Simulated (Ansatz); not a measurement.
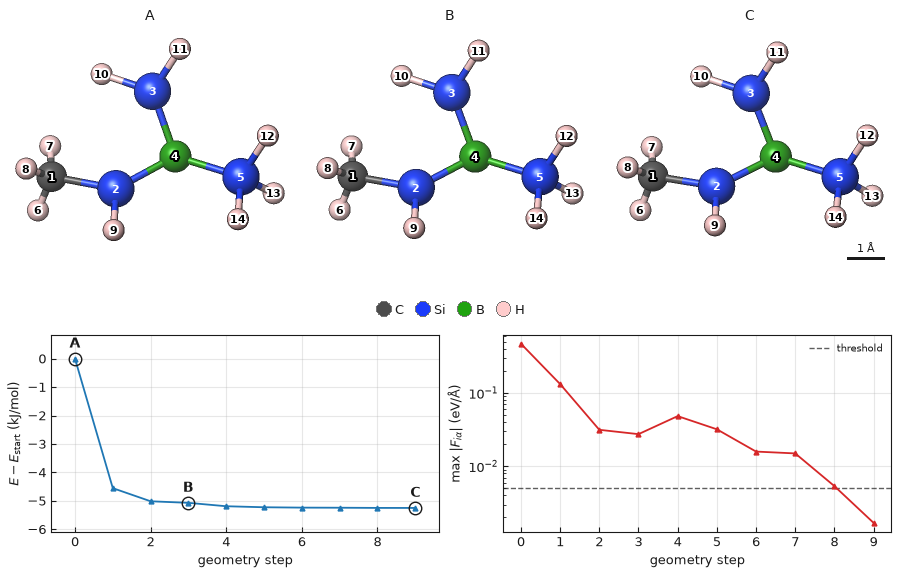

Frames of a relaxation of CH9BSi3, marked on the history of the run. Style: ball-and-stick. Shown at a tilt.

The start comes from PBE-D4/def2-SVP.

The calculation used RKS PBE0-D4/def2-TZVP (Ansatz 0.2.0). (force threshold 0.005 eV/Å; at most 150 steps)

**What happens along the run?**

After 9 geometry steps the energy has fallen by 5.25 kJ/mol. The largest force component goes from 0.47 to 0.0017 eV/Å. The largest move after the best rigid fit is that of H11, 0.17 Å. By element the largest moves are H 0.17 Å, Si 0.08 Å, B 0.08 Å, C 0.04 Å. Near-neighbour distances that change, for instance: Si2–H9 1.512 → 1.492 Å, Si3–B4 1.882 → 1.862 Å, C1–Si2 1.886 → 1.866 Å, Si2–B4 1.889 → 1.871 Å. Bond angles that change, for instance: Si2–B4–Si3 98.4° → 93.5°. From step 0 to 3: H11 moves most (0.06 Å), energy −5.07 kJ/mol. From step 3 to 9: H11 moves most (0.12 Å), energy −0.18 kJ/mol.

```tsv
step	E − E(0), kJ/mol	largest force component, eV/Å
0	0.00	0.4725
1	-4.55	0.1328
2	-5.02	0.0315
3	-5.07	0.0275
4	-5.19	0.0485
5	-5.23	0.0320
6	-5.24	0.0159
7	-5.24	0.0150
8	-5.25	0.0054
9	-5.25	0.0017
```
